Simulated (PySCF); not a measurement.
# C₃H₆OSSi: NMR shifts at several levels of theory

Aim: compute the NMR shifts of C₃H₆OSSi (`C=C(C=O)S[SiH3]`) at several levels, and see how far they spread and what each costs.

Programs: PySCF 2.14.0, with density-fitted response routines of our own. Each step states its level of theory. These are calculated values for one molecule in the gas phase, unless marked as measured. Atoms count from 0, in the outputs and in this text.

## (1) The starting structure

12 atoms, charge 0, multiplicity 1; geometry from: GFN2-xTB. The atoms were then displaced at random by about 0.01 Å, so the start is not that level's minimum.

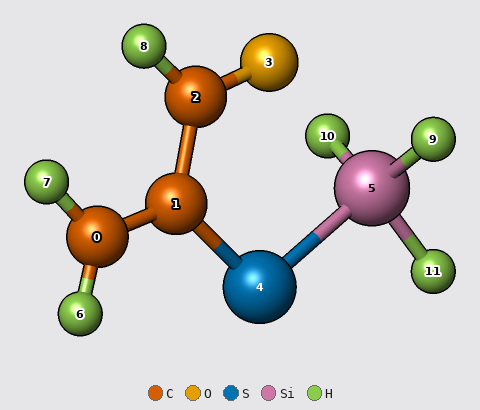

The starting geometry (carbon orange, oxygen amber, sulfur blue, silicon pink, hydrogen green), atoms numbered.

## (2) Optimising the geometry at PBE0-D3(BJ)/def2-SVP

What the job is given:

```
{"job": {"xc": "PBE0", "basis": "def2-SVP", "d3": "d3bj", "grid": 1, "shake": 0.01, "kind": "geom"}, "charge": 0, "multiplicity": 1}
C     -1.900120    -1.325010    -0.298670
C     -0.819170    -0.558320    -0.133040
C     -0.930490     0.777470     0.424650
O      0.057960     1.528270     0.608840
S      0.780550    -1.117640    -0.575870
Si     2.104660     0.555590    -0.037050
H     -1.855710    -2.289480    -0.721640
H     -2.876140    -0.919420    -0.032740
H     -1.934700     1.097760     0.722090
H      2.169450     0.694160     1.419460
H      1.896930     1.659080    -0.938850
H      3.346460    -0.130720    -0.446200
```

The run is started by

```sh
OMP_NUM_THREADS=1 python probes_run.py task.json out
```

The driver reads the jobs from task.json and runs them one after another.

Log:

```text
step   0  E = -879.98053326  max force = 0.054140
step   1  E = -879.98926989  max force = 0.010997
step   2  E = -879.98695784  max force = 0.020058
step   3  E = -879.98951038  max force = 0.007055
step   4  E = -879.99006532  max force = 0.002737
step   5  E = -879.99013787  max force = 0.001682
step   6  E = -879.99014355  max force = 0.001493
step   7  E = -879.99017430  max force = 0.001019
step   8  E = -879.99016930  max force = 0.000891
step   9  E = -879.99017939  max force = 0.000558
step  10  E = -879.99018147  max force = 0.000445
optimisation converged
```

It took 58 s on 1 thread of Arm Neoverse V2, shared host; peak memory 0.53 GiB.

Step by step: (the energy doesn't fall at every step)

```csv
step,energy from step 0 (eV),largest force component (eV/Å)
0,0.0000,2.7840
1,-0.2377,0.5655
2,-0.1748,1.0314
3,-0.2443,0.3628
4,-0.2594,0.1407
5,-0.2614,0.0865
6,-0.2615,0.0768
7,-0.2623,0.0524
8,-0.2622,0.0458
9,-0.2625,0.0287
10,-0.2625,0.0229
```

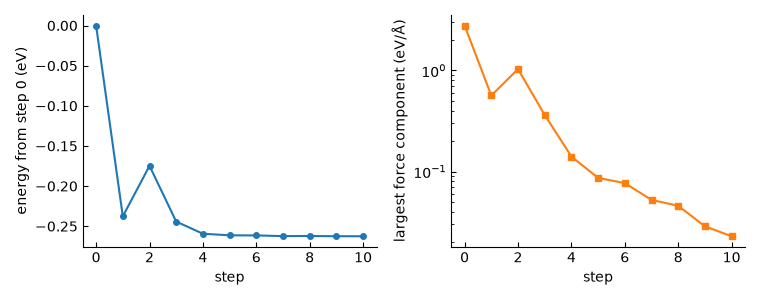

Energy and force, step by step.

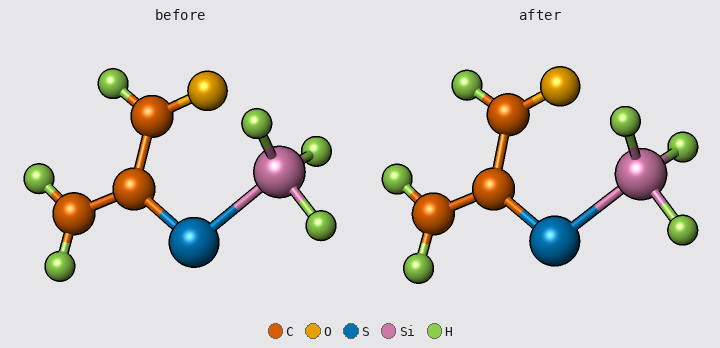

Before and after, at one scale.

Close pairs (by a distance rule), those that changed most:

```csv
bond,before (Å),after (Å),change (Å)
Si5–H10,1.440,1.487,+0.047
C2–O3,1.255,1.208,-0.047
C0–H6,1.054,1.092,+0.038
Si5–H11,1.477,1.500,+0.023
Si5–H9,1.465,1.487,+0.023
S4–Si5,2.201,2.179,-0.022
C1–C2,1.452,1.474,+0.022
C2–H8,1.095,1.115,+0.020
```

The final coordinates are the input of the step that follows.

```csv
at the end point,value
point group (found at 0.08 Å tolerance),Cs
"rotational constants (GHz, main isotopes)","3.648, 1.978, 1.303"
dipole moment (D),2.84
```

## (3) Shielding tensors: PBE0/6-31G*

What the job is given:

```
{"job": {"kind": "nmr", "xc": "PBE0", "basis": "6-31G*", "pop": true}, "charge": 0, "multiplicity": 1}
C     -1.914407    -1.330732    -0.312705
C     -0.821238    -0.565585    -0.133421
C     -1.006362     0.776267     0.447692
O     -0.103902     1.550082     0.661308
S      0.797027    -1.097100    -0.562161
Si     2.161675     0.522544    -0.051772
H     -1.862346    -2.335800    -0.736506
H     -2.897807    -0.945763    -0.027894
H     -2.061879     1.043209     0.690068
H      2.315885     0.793486     1.402451
H      2.031250     1.750309    -0.881081
H      3.401654    -0.189281    -0.504805
```

Method: GIAO PBE0/6-31G* NMR shielding, non-relativistic, gas phase.

Log:

```text
coarse grid: 11312 points
cycle   1  E = -880.2578988343  dE =  6.971e-01  |g| = 6.981e-01  |ddm| = 3.375e+00
cycle   2  E = -879.8929041880  dE =  3.650e-01  |g| = 1.515e+00  |ddm| = 2.007e+00
cycle   3  E = -880.3574538736  dE = -4.645e-01  |g| = 1.291e-01  |ddm| = 1.534e+00
cycle   4  E = -880.3607854199  dE = -3.332e-03  |g| = 7.558e-02  |ddm| = 2.428e-01
cycle   5  E = -880.3623219406  dE = -1.537e-03  |g| = 2.348e-02  |ddm| = 1.023e-01
cycle   6  E = -880.3624748835  dE = -1.529e-04  |g| = 6.237e-03  |ddm| = 3.009e-02
cycle   7  E = -880.3624845640  dE = -9.681e-06  |g| = 1.560e-03  |ddm| = 7.396e-03
final grid: 100736 points
cycle   8  E = -880.2929301813  dE =  6.126e-06  |g| = 1.221e-02  |ddm| = 2.288e-02
cycle   9  E = -880.2928318563  dE =  9.833e-05  |g| = 2.445e-02  |ddm| = 3.356e-02
cycle  10  E = -880.2929638950  dE = -1.320e-04  |g| = 2.411e-03  |ddm| = 2.315e-02
cycle  11  E = -880.2929653846  dE = -1.490e-06  |g| = 1.930e-04  |ddm| = 2.938e-03
cycle  12  E = -880.2929653941  dE = -9.461e-09  |g| = 8.613e-05  |ddm| = 3.520e-04
cycle  13  E = -880.2929653959  dE = -1.804e-09  |g| = 3.338e-05  |ddm| = 1.186e-04
cycle  14  E = -880.2929653962  dE = -2.913e-10  |g| = 1.182e-05  |ddm| = 4.462e-05
converged SCF energy = -880.2929653962

GIAO shielding tensors (ppm)
atom      isotropic    diamagn.    paramagn.     s11        s22        s33       span
  0 C       63.153     259.233    -196.080    -43.485     66.232    166.712    210.198
  1 C       54.714     259.685    -204.970    -31.059     49.601    145.601    176.660
  2 C       13.638     252.417    -238.780    -60.970      5.700     96.183    157.152
  3 O     -228.188     397.584    -625.773   -709.533   -315.563    340.531   1050.064
  4 S      659.013    1059.466    -400.453    460.037    650.058    866.943    406.905
  5 Si     444.452     879.615    -435.163    400.714    445.078    487.563     86.849
  6 H       25.421      30.254      -4.833     21.812     24.329     30.121      8.308
  7 H       25.967      30.565      -4.598     22.062     25.878     29.961      7.899
  8 H       22.864      28.663      -5.799     21.254     22.673     24.666      3.411
  9 H       26.764      28.963      -2.199     23.817     24.649     31.826      8.009
 10 H       26.765      28.960      -2.196     23.816     24.649     31.829      8.014
 11 H       27.407      28.137      -0.729     23.552     25.928     32.742      9.189
```

Run time: 9.9 s. Hardware: 1 thread of Arm Neoverse V2, shared host; peak memory 0.59 GiB.

The references, computed at this level on geometries of the same kind, shield at (ppm): 1H TMS 31.96, 13C TMS 194.1, 29Si TMS 418.1, 17O H2O 324.2, 33S CS2 546. Their shielding less the atom's gives the shift. The references are single molecules in the gas phase, so shifts against H2O, NH3, PH3, H3PO4 or CFCl3 are not on the usual liquid scales and can be off by tens of ppm. Atoms listed in one row are averaged.

```csv
atoms,environment,σ (ppm),δ (ppm)
C2,aldehyde carbonyl carbon,13.6,180.5
C1,α carbon of a C=C–C=O unit,54.7,139.4
C0,β carbon of a C=C–C=O unit,63.2,131.0
H8,hydrogen on an aldehyde carbonyl carbon,22.86,9.10
H6,hydrogen on a β carbon of a C=C–C=O unit,25.42,6.54
H7,hydrogen on a β carbon of a C=C–C=O unit,25.97,6.00
"H9, H10, H11",hydrogen on a silicon bonded to S,26.98,4.98
O3,aldehyde oxygen,-228.2,552.4
S4,"sulfur bonded to C, Si",659,-113
Si5,"silicon bonded to S, 3 H",444.5,-26.4
```

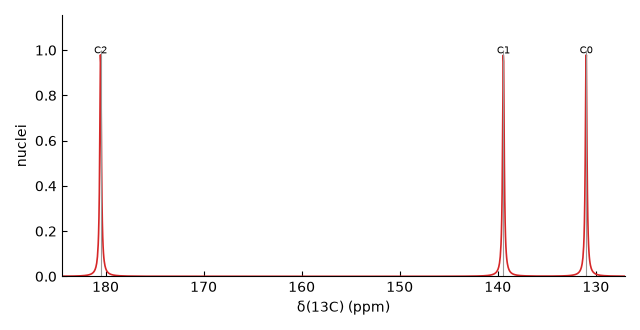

13C lines at the computed shifts, without couplings. Lines are broadened to a width of 0.20 ppm (Lorentzian).

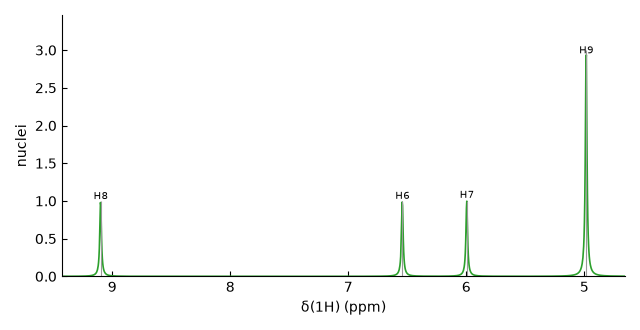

1H lines at the computed shifts, without couplings. Lines are broadened to a width of 0.02 ppm (Lorentzian).

Charges from the same density, by scheme (e):

```csv
atoms,Mulliken,IAO,Hirshfeld,ESP fit
C0,-0.40,-0.27,-0.07,-0.50
C1,-0.12,-0.15,-0.02,0.10
C2,0.23,0.25,0.14,0.40
O3,-0.38,-0.37,-0.17,-0.37
S4,-0.09,-0.10,-0.09,-0.23
Si5,0.35,0.53,0.25,0.20
```

Mulliken charges:

```csv
atom,value (e)
C0,-0.40
C1,-0.12
C2,0.23
O3,-0.38
S4,-0.09
Si5,0.35
H6,0.21
H7,0.20
H8,0.17
H9,-0.05
H10,-0.05
H11,-0.08
```

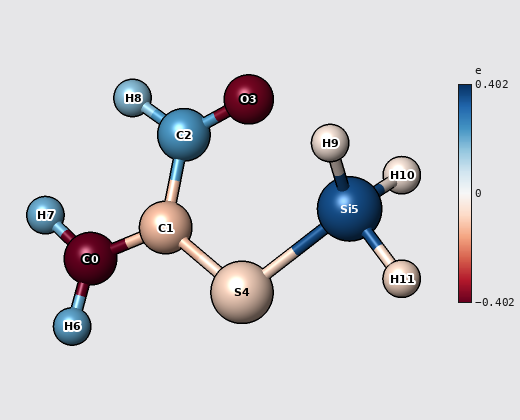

Mulliken charges, as colours on the atoms.

Mayer bond orders: C0–C1 1.74, C1–C2 0.99, C2–O3 1.81, C1–S4 1.08, S4–Si5 0.91.

## (4) NMR shieldings: PBE0/6-311+G(2d,p)

Same as in step 3 but for these lines:

```diff
@@ -1,2 +1,2 @@
-{"job": {"kind": "nmr", "xc": "PBE0", "basis": "6-31G*", "pop": true}, "charge": 0, "multiplicity": 1}
+{"job": {"kind": "nmr", "xc": "PBE0", "basis": "6-311+G(2d,p)", "pop": true}, "charge": 0, "multiplicity": 1}
 C     -1.914407    -1.330732    -0.312705
```

With the program's defaults for keys left out, this is: GIAO PBE0/6-311+G(2d,p) NMR shielding, non-relativistic, gas phase.

Log:

```text
coarse grid: 11312 points
cycle   1  E = -880.3040501259  dE =  6.679e-01  |g| = 7.315e-01  |ddm| = 3.295e+00
cycle   2  E = -879.9114743507  dE =  3.926e-01  |g| = 1.584e+00  |ddm| = 3.172e+00
cycle   3  E = -880.4020181698  dE = -4.905e-01  |g| = 1.462e-01  |ddm| = 2.656e+00
cycle   4  E = -880.4051965815  dE = -3.178e-03  |g| = 9.308e-02  |ddm| = 2.406e-01
cycle   5  E = -880.4074559955  dE = -2.259e-03  |g| = 2.451e-02  |ddm| = 1.101e-01
cycle   6  E = -880.4076075770  dE = -1.516e-04  |g| = 8.392e-03  |ddm| = 3.466e-02
cycle   7  E = -880.4076236338  dE = -1.606e-05  |g| = 2.174e-03  |ddm| = 1.047e-02
cycle   8  E = -880.4076247442  dE = -1.110e-06  |g| = 6.257e-04  |ddm| = 3.663e-03
final grid: 100736 points
cycle   9  E = -880.4142007221  dE = -1.896e-05  |g| = 1.160e-02  |ddm| = 6.313e-02
cycle  10  E = -880.4141207847  dE =  7.994e-05  |g| = 2.277e-02  |ddm| = 2.378e-02
cycle  11  E = -880.4142247468  dE = -1.040e-04  |g| = 2.505e-03  |ddm| = 1.792e-02
cycle  12  E = -880.4142260011  dE = -1.254e-06  |g| = 4.352e-04  |ddm| = 3.209e-03
cycle  13  E = -880.4142260558  dE = -5.479e-08  |g| = 9.135e-05  |ddm| = 1.005e-03
cycle  14  E = -880.4142260576  dE = -1.801e-09  |g| = 4.402e-05  |ddm| = 1.806e-04
cycle  15  E = -880.4142260581  dE = -4.866e-10  |g| = 9.684e-06  |ddm| = 5.803e-05
converged SCF energy = -880.4142260581

GIAO shielding tensors (ppm)
atom      isotropic    diamagn.    paramagn.     s11        s22        s33       span
  0 C       48.876     257.919    -209.043    -67.834     53.327    161.134    228.967
  1 C       32.610     237.486    -204.876    -61.374     25.127    134.075    195.449
  2 C       -7.434     256.351    -263.786    -89.948    -12.812     80.456    170.404
  3 O     -283.660     391.746    -675.406   -800.428   -364.491    313.941   1114.370
  4 S      594.691    1055.959    -461.269    367.848    597.631    818.593    450.745
  5 Si     401.759     879.672    -477.913    351.686    403.878    449.713     98.027
  6 H       24.687      30.383      -5.696     20.810     23.829     29.421      8.611
  7 H       25.404      30.848      -5.444     21.591     25.390     29.231      7.640
  8 H       22.048      29.648      -7.600     20.561     21.849     23.733      3.172
  9 H       25.913      28.997      -3.084     23.118     23.938     30.683      7.565
 10 H       25.914      28.992      -3.078     23.120     23.936     30.687      7.567
 11 H       26.734      28.908      -2.174     22.891     25.302     32.009      9.118
```

Wall time 25 s (1 thread of Arm Neoverse V2, shared host); peak memory 0.98 GiB.

This run: δ C2 193.9, C1 153.8, C0 137.6, O3 610.2, H8 9.46, H6 6.82 ppm.

## (5) Shielding tensors: PBE0/def2-SVP

Same as in step 4 but for these lines:

```diff
@@ -1,2 +1,2 @@
-{"job": {"kind": "nmr", "xc": "PBE0", "basis": "6-311+G(2d,p)", "pop": true}, "charge": 0, "multiplicity": 1}
+{"job": {"kind": "nmr", "xc": "PBE0", "basis": "def2-SVP", "pop": true}, "charge": 0, "multiplicity": 1}
 C     -1.914407    -1.330732    -0.312705
```

Method: GIAO PBE0/def2-SVP NMR shielding, non-relativistic, gas phase.

Log:

```text
coarse grid: 11312 points
cycle   1  E = -879.7708726096  dE =  6.450e-01  |g| = 6.954e-01  |ddm| = 3.673e+00
cycle   2  E = -879.3975251386  dE =  3.733e-01  |g| = 1.525e+00  |ddm| = 2.443e+00
cycle   3  E = -879.8692800991  dE = -4.718e-01  |g| = 1.229e-01  |ddm| = 1.909e+00
cycle   4  E = -879.8719407786  dE = -2.661e-03  |g| = 7.876e-02  |ddm| = 2.507e-01
cycle   5  E = -879.8736414183  dE = -1.701e-03  |g| = 2.264e-02  |ddm| = 1.138e-01
cycle   6  E = -879.8737826763  dE = -1.413e-04  |g| = 5.930e-03  |ddm| = 3.079e-02
cycle   7  E = -879.8737913113  dE = -8.635e-06  |g| = 1.581e-03  |ddm| = 7.250e-03
final grid: 100736 points
cycle   8  E = -879.9790573543  dE =  6.754e-06  |g| = 1.258e-02  |ddm| = 2.598e-02
cycle   9  E = -879.9789484583  dE =  1.089e-04  |g| = 2.565e-02  |ddm| = 3.805e-02
cycle  10  E = -879.9790919684  dE = -1.435e-04  |g| = 2.257e-03  |ddm| = 2.730e-02
cycle  11  E = -879.9790932686  dE = -1.300e-06  |g| = 2.237e-04  |ddm| = 3.068e-03
cycle  12  E = -879.9790932816  dE = -1.303e-08  |g| = 9.019e-05  |ddm| = 3.985e-04
cycle  13  E = -879.9790932837  dE = -2.092e-09  |g| = 3.219e-05  |ddm| = 1.317e-04
cycle  14  E = -879.9790932840  dE = -2.685e-10  |g| = 1.198e-05  |ddm| = 4.761e-05
converged SCF energy = -879.9790932840

GIAO shielding tensors (ppm)
atom      isotropic    diamagn.    paramagn.     s11        s22        s33       span
  0 C       60.604     252.224    -191.620    -48.550     61.452    168.910    217.460
  1 C       47.779     262.184    -214.405    -40.790     38.608    145.518    186.309
  2 C        8.418     251.754    -243.336    -68.661     -2.972     96.886    165.547
  3 O     -252.572     397.521    -650.092   -767.541   -335.823    345.649   1113.190
  4 S      668.004    1057.448    -389.444    468.097    671.116    864.797    396.699
  5 Si     461.110     877.712    -416.602    409.289    460.968    513.072    103.783
  6 H       24.844      30.533      -5.688     21.070     23.816     29.647      8.577
  7 H       25.396      30.828      -5.432     21.328     25.426     29.436      8.108
  8 H       22.593      30.029      -7.436     20.942     22.513     24.325      3.383
  9 H       26.207      28.696      -2.489     23.336     23.881     31.405      8.069
 10 H       26.208      28.693      -2.485     23.334     23.881     31.408      8.074
 11 H       26.843      27.888      -1.045     22.925     25.326     32.278      9.353
```

Run time: 11 s. Hardware: 1 thread of Arm Neoverse V2, shared host; peak memory 0.66 GiB.

Key values: δ C2 185.3, C1 145.9, C0 133.1, O3 595.6, H8 8.75, H6 6.50 ppm.

## (6) NMR shieldings: PBE0/def2-TZVP

Same as in step 5 but for these lines:

```diff
@@ -1,2 +1,2 @@
-{"job": {"kind": "nmr", "xc": "PBE0", "basis": "def2-SVP", "pop": true}, "charge": 0, "multiplicity": 1}
+{"job": {"kind": "nmr", "xc": "PBE0", "basis": "def2-TZVP", "pop": true}, "charge": 0, "multiplicity": 1}
 C     -1.914407    -1.330732    -0.312705
```

Method: GIAO PBE0/def2-TZVP NMR shielding, non-relativistic, gas phase.

Log:

```text
coarse grid: 11312 points
cycle   1  E = -880.3342248592  dE =  6.736e-01  |g| = 7.261e-01  |ddm| = 2.724e+00
cycle   2  E = -879.9439089973  dE =  3.903e-01  |g| = 1.586e+00  |ddm| = 2.189e+00
cycle   3  E = -880.4329005010  dE = -4.890e-01  |g| = 1.425e-01  |ddm| = 1.783e+00
cycle   4  E = -880.4361446321  dE = -3.244e-03  |g| = 8.916e-02  |ddm| = 1.785e-01
cycle   5  E = -880.4382011056  dE = -2.056e-03  |g| = 2.485e-02  |ddm| = 8.938e-02
cycle   6  E = -880.4383596271  dE = -1.585e-04  |g| = 7.774e-03  |ddm| = 2.472e-02
cycle   7  E = -880.4383732023  dE = -1.358e-05  |g| = 2.231e-03  |ddm| = 6.572e-03
cycle   8  E = -880.4383743720  dE = -1.170e-06  |g| = 6.299e-04  |ddm| = 2.060e-03
final grid: 100736 points
cycle   9  E = -880.4334326454  dE = -2.141e-05  |g| = 1.124e-02  |ddm| = 4.515e-02
cycle  10  E = -880.4333589236  dE =  7.372e-05  |g| = 2.189e-02  |ddm| = 2.109e-02
cycle  11  E = -880.4334554558  dE = -9.653e-05  |g| = 2.525e-03  |ddm| = 1.645e-02
cycle  12  E = -880.4334567177  dE = -1.262e-06  |g| = 4.383e-04  |ddm| = 2.606e-03
cycle  13  E = -880.4334567742  dE = -5.645e-08  |g| = 8.744e-05  |ddm| = 4.600e-04
cycle  14  E = -880.4334567757  dE = -1.592e-09  |g| = 4.425e-05  |ddm| = 8.602e-05
cycle  15  E = -880.4334567762  dE = -4.884e-10  |g| = 1.041e-05  |ddm| = 3.907e-05
converged SCF energy = -880.4334567762

GIAO shielding tensors (ppm)
atom      isotropic    diamagn.    paramagn.     s11        s22        s33       span
  0 C       47.462     256.291    -208.829    -70.886     52.210    161.063    231.949
  1 C       31.418     250.630    -219.211    -63.211     24.109    133.357    196.568
  2 C       -9.032     251.566    -260.598    -92.526    -14.908     80.339    172.865
  3 O     -288.286     398.953    -687.239   -807.659   -373.630    316.431   1124.090
  4 S      584.447    1055.488    -471.041    353.314    583.547    816.482    463.169
  5 Si     391.472     879.545    -488.074    341.269    394.246    438.901     97.632
  6 H       24.675      29.944      -5.269     20.617     23.905     29.502      8.885
  7 H       25.286      30.553      -5.267     21.429     25.274     29.155      7.725
  8 H       22.043      29.554      -7.511     20.616     21.697     23.818      3.202
  9 H       25.927      29.127      -3.201     23.170     23.963     30.647      7.477
 10 H       25.928      29.126      -3.198     23.172     23.961     30.651      7.480
 11 H       26.669      28.573      -1.904     22.883     25.174     31.950      9.067
```

It took 30 s on 1 thread of Arm Neoverse V2, shared host; peak memory 1 GiB.

Key values: δ C2 195.7, C1 155.2, C0 139.2, O3 620.9, H8 9.44, H6 6.81 ppm.

## (7) NMR shieldings: PBE0/cc-pVDZ

Same as in step 6 but for these lines:

```diff
@@ -1,2 +1,2 @@
-{"job": {"kind": "nmr", "xc": "PBE0", "basis": "def2-TZVP", "pop": true}, "charge": 0, "multiplicity": 1}
+{"job": {"kind": "nmr", "xc": "PBE0", "basis": "cc-pVDZ", "pop": true}, "charge": 0, "multiplicity": 1}
 C     -1.914407    -1.330732    -0.312705
```

With the program's defaults for keys left out, this is: GIAO PBE0/cc-pVDZ NMR shielding, non-relativistic, gas phase.

Log:

```text
coarse grid: 11312 points
cycle   1  E = -880.2321473396  dE =  7.297e-01  |g| = 6.986e-01  |ddm| = 6.329e+00
cycle   2  E = -879.8547975675  dE =  3.773e-01  |g| = 1.534e+00  |ddm| = 2.728e+00
cycle   3  E = -880.3307847126  dE = -4.760e-01  |g| = 1.257e-01  |ddm| = 1.897e+00
cycle   4  E = -880.3337149830  dE = -2.930e-03  |g| = 7.814e-02  |ddm| = 3.491e-01
cycle   5  E = -880.3353882632  dE = -1.673e-03  |g| = 2.287e-02  |ddm| = 1.493e-01
cycle   6  E = -880.3355321314  dE = -1.439e-04  |g| = 6.271e-03  |ddm| = 4.678e-02
cycle   7  E = -880.3355419037  dE = -9.772e-06  |g| = 1.641e-03  |ddm| = 1.035e-02
final grid: 100736 points
cycle   8  E = -880.3496095922  dE =  7.539e-06  |g| = 1.225e-02  |ddm| = 5.061e-02
cycle   9  E = -880.3495094981  dE =  1.001e-04  |g| = 2.463e-02  |ddm| = 4.865e-02
cycle  10  E = -880.3496432043  dE = -1.337e-04  |g| = 2.447e-03  |ddm| = 3.187e-02
cycle  11  E = -880.3496447037  dE = -1.499e-06  |g| = 2.271e-04  |ddm| = 4.364e-03
cycle  12  E = -880.3496447176  dE = -1.399e-08  |g| = 8.938e-05  |ddm| = 5.218e-04
cycle  13  E = -880.3496447196  dE = -1.948e-09  |g| = 3.511e-05  |ddm| = 1.913e-04
cycle  14  E = -880.3496447199  dE = -3.297e-10  |g| = 1.183e-05  |ddm| = 7.017e-05
converged SCF energy = -880.3496447199

GIAO shielding tensors (ppm)
atom      isotropic    diamagn.    paramagn.     s11        s22        s33       span
  0 C       63.234     255.103    -191.869    -47.889     66.887    170.704    218.592
  1 C       48.476     258.836    -210.361    -39.544     41.263    143.708    183.252
  2 C       10.636     252.986    -242.350    -67.898      1.041     98.764    166.661
  3 O     -251.865     399.569    -651.434   -759.561   -331.053    335.018   1094.579
  4 S      659.811    1059.799    -399.988    457.663    660.356    861.414    403.751
  5 Si     466.036     880.160    -414.124    423.871    464.046    510.191     86.320
  6 H       24.736      30.369      -5.633     20.819     23.744     29.644      8.825
  7 H       25.321      30.774      -5.453     21.275     25.368     29.320      8.045
  8 H       22.296      29.931      -7.635     20.735     22.004     24.148      3.413
  9 H       26.065      29.056      -2.990     23.072     23.783     31.341      8.269
 10 H       26.066      29.053      -2.987     23.070     23.783     31.345      8.274
 11 H       26.835      28.284      -1.449     22.768     25.253     32.485      9.718
```

It took 14 s on 1 thread of Arm Neoverse V2, shared host; peak memory 0.67 GiB.

Key values: δ C2 186.1, C1 148.3, C0 133.5, O3 595.2, H8 8.99, H6 6.55 ppm.

(Part 1 of 2 ends here.)
